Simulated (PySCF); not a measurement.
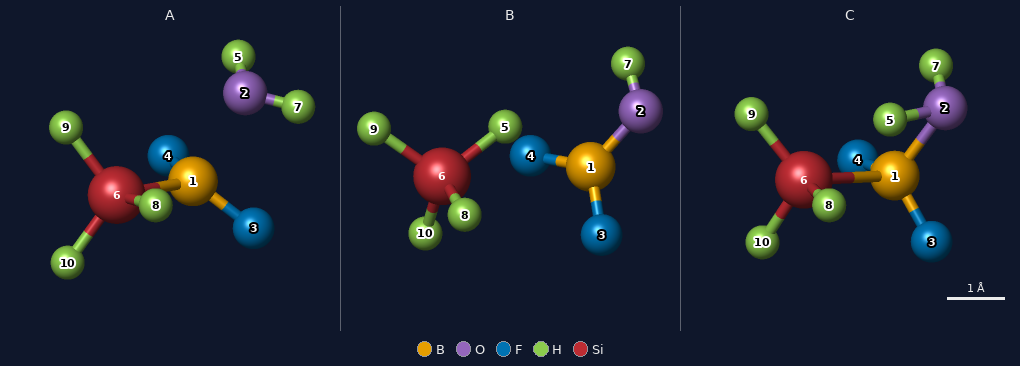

Three geometries of BSiH₅OF₂: a saddle point and the two relaxed ends that it joins, in shuffled order. A ball-and-stick model, seen from a free direction. Sticks join atoms that are closer than about 1.2 times the sum of their covalent radii (a little more with hydrogen).

Stationary points at PBE0-D4/def2-TZVP, single-point energies with CCSD(T)/CBS (def2-TZVPP where no basis is named; PySCF 2.14.0). The energies are electronic, without zero-point or thermal terms, and both ends are the relaxed geometries reached downhill from the saddle, with any fragments still in contact. CCSD(T)/CBS stands for a frozen-core estimate: MP2 correlation extrapolated from def2-TZVPP and def2-QZVPP, CCSD(T) minus MP2 from the smaller set.

Q: Which frame is the transition state, what reaction does it lead through, and what barrier is to be expected?

A: Frame C is the saddle point. Counted by bonded pieces, B holds BHOF₂ + SiH₄ and A holds H₂O + SiBH₃F₂. From B over the saddle to A, bonds form: B1–Si6 (3.74 → 2.29 → 2.04 Å), O2–H5 (3.09 → 1.20 → 0.97 Å). Bonds break: B1–O2 (1.35 → 1.55 → 1.89 Å), H5–Si6 (1.49 → 1.93 → 3.66 Å). The saddle has one imaginary mode, 1347i cm⁻¹. The end B keeps a soft imaginary mode of 21i cm⁻¹, so it isn't quite a minimum. With CCSD(T)/CBS the barrier is 254.8 kJ/mol from B and 124.5 kJ/mol from A, and A lies 130.3 kJ/mol above B.
